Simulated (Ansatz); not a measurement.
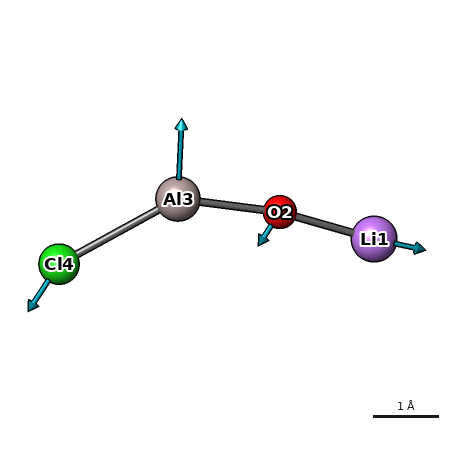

Arrows show the forces on the atoms, 0.8 Å of arrow for 1 eV/Å; forces under a tenth of the largest aren't drawn. Charge 0, doublet. Level of theory: HSE06 (plane-wave form)-D4/def2-TZVPP (Ansatz 0.2.0).

Q: On which atom is the force largest, and how large is it?

A: On Al3: 1.27 eV/Å.

Q: Along which bond is the force strongest?

A: Al3–Cl4, now 2.100 Å: the forces push its atoms apart, so a first step downhill lengthens it.

List the force components in the frame of the picture (x right, y up, z towards the viewer), in eV/Å.

```
atom     Fx     Fy     Fz
 Li1   0.63  −0.14  −0.19
  O2  −0.27  −0.43  −0.08
 Al3   0.06   1.20   0.40
 Cl4  −0.42  −0.64  −0.13
```
